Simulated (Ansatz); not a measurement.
# LuAlO3: pressure series

Take LuAlO3 (space group P6_3/mmc, No. 194; a = 3.366 Å, c = 11.473 Å; a cell from a computed database, its experimental status unchecked) as the base.

Cell and atoms are relaxed at each pressure.

The values are results of DFT with PBEsol, PAW potentials and a 420 eV plane-wave cutoff in Ansatz (an electronic-structure program), no spin-orbit coupling, not measurements.

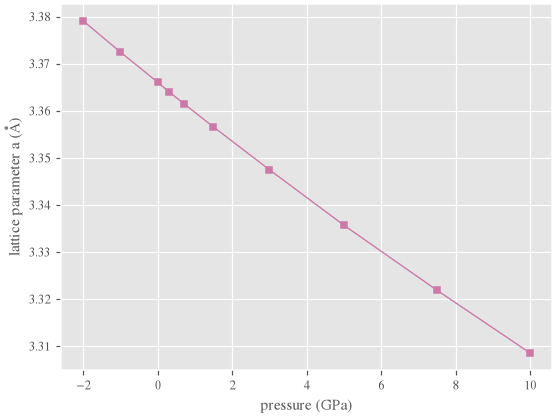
Figure: Lattice parameter a against pressure

```csv
pressure (GPa),lattice parameter a
-2,3.379 Å
-1,3.372 Å
0.3,3.364 Å
0.7,3.362 Å
1.5,3.357 Å
3,3.347 Å
5,3.336 Å
7.5,3.322 Å
10,3.309 Å
```

Load acts through the strain it causes; cell and atoms are relaxed under it. Stability against distortions was not tested. Competing high-pressure phases were not computed.
